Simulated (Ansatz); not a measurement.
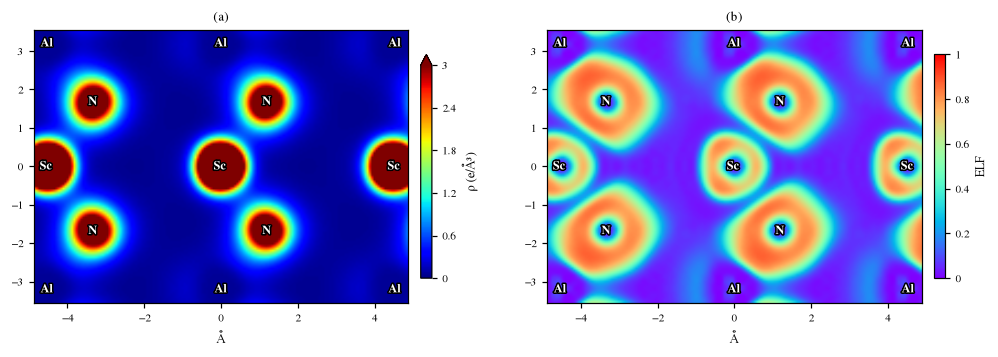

The picture shows: ScAl$_{3}$N$_{4}$. (a) valence electron density; (b) electron localisation function on the (011̄) plane of the conventional cell.

Space group P-43m.

The calculation used DFT PBE, scalar-relativistic, plane waves, PAW in Ansatz 0.2.0.

Core electrons are frozen (PAW), and the valence fields are smoothed inside the atomic spheres.

### What does the map show?

- The plane passes through Sc, Al and N nuclei.
- Al–N (1.93 Å): ρ is about 0.63 e/Å³ halfway; the ELF peaks at about 0.85 in the valence shell of N, 0.8 Å from its nucleus, and is about 0.85 at the midpoint.
- Sc–N (2.06 Å): the density is about 0.63 e/Å³ at the midpoint; the ELF peaks at about 0.85 in the valence shell of N, 0.6 Å from its nucleus, and is about 0.25 at the midpoint; no shared electron pair shows on this line.
- Between the atoms the lowest density in this plane is 0.04 e/Å³.
- The features right at Sc lie inside the PAW spheres, where the map follows smoothed inner orbitals and isn't to be read closely.
